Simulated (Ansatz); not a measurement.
# A small benchmark: atomisation enthalpy at 298 K

6 molecules holding an element past argon; the atomisation enthalpy at 298 K in kJ/mol, computed less measured. Shapes, held fixed at every level: PBE0-D4/def2-TZVP. Thermal terms are harmonic and unscaled (PBE0-D4/def2-TZVP); the spin-orbit lowering of the free atoms is taken from their spectra. Programs: Ansatz 0.2.0. Measured values: Active Thermochemical Tables, CRC Handbook of Chemistry and Physics.

Levels: A = HF/def2-SVP; B = r2SCAN-D4/def2-TZVPP; C = B2PLYP/def2-TZVPP; D = CCSD/def2-TZVPP; E = FCI/STO-3G.

```csv
molecule,from tabulated heats,A,B,C,D,E
H2Se (hydrogen selenide),633,-207,+14,+4,-6,+41
H2Te (hydrogen telluride),533,-201,+11,+9,-1,+79
AsH3 (arsine),890,-313,-11,-17,-38,+130
CH3Br (SMILES CBr),1519,-407,+1,-19,-55,+82
CH3I (methyl iodide),1463,-413,-7,-22,-59,+89
GeH4 (germane),1153,-280,+18,+5,+10,+421
```

Q: Sum up the errors.

A: 
```json
{"level": "HF/def2-SVP", "kind": "Hartree–Fock", "mean error": "-303.5", "mean absolute error": "303.5", "worst case": "CH3I"}
{"level": "r2SCAN-D4/def2-TZVPP", "kind": "meta-GGA", "mean error": "+4.3", "mean absolute error": "10.3", "worst case": "GeH4"}
{"level": "B2PLYP/def2-TZVPP", "kind": "double hybrid", "mean error": "-6.7", "mean absolute error": "12.7", "worst case": "CH3I"}
{"level": "CCSD/def2-TZVPP", "kind": "coupled cluster or CI", "mean error": "-24.8", "mean absolute error": "28.2", "worst case": "CH3I"}
{"level": "FCI/STO-3G", "kind": "exact in the basis", "mean error": "+140.3", "mean absolute error": "140.3", "worst case": "GeH4"}
```

On this set r2SCAN-D4/def2-TZVPP has the smallest mean absolute error and HF/def2-SVP the largest. HF/def2-SVP is too low in 6 of 6; r2SCAN-D4/def2-TZVPP is too high in 4 of 6; CCSD/def2-TZVPP is too low in 5 of 6; FCI/STO-3G is too high in 6 of 6. The heats of H2Se, H2Te come from older tables and can be uncertain by 10 kJ/mol or more. The molecules' own spin-orbit binding is left out, so errors for heavy halides read too negative. Heats of the atoms come from ATcT where it has them. The levels differ in basis as well as in method. The smallest two are near a tie. For HF/def2-SVP and CCSD/def2-TZVPP the error tends to grow with the atomisation enthalpy. Hartree–Fock lacks correlation and underbinds. Correlated wave functions converge slowly with the basis. CCSD also lacks the triples, which bind further. For atoms past krypton def2 sets carry core potentials with scalar relativity. All-electron rows are non-relativistic unless named. Relativity is left out for As, Br, Ge, Se. Outer-core shells of As, Br, Ge, I, Se, Te are correlated, in sets that cover them unevenly. The set is small.

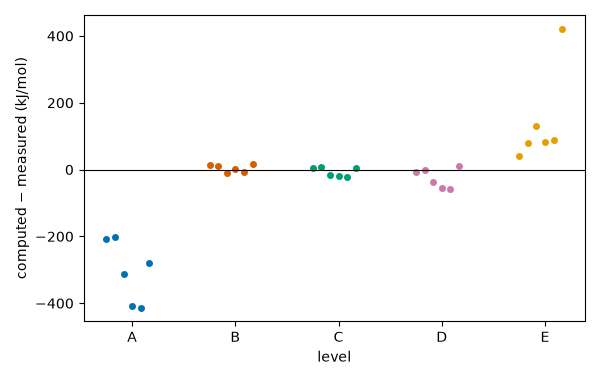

Errors of each level, one point a molecule.
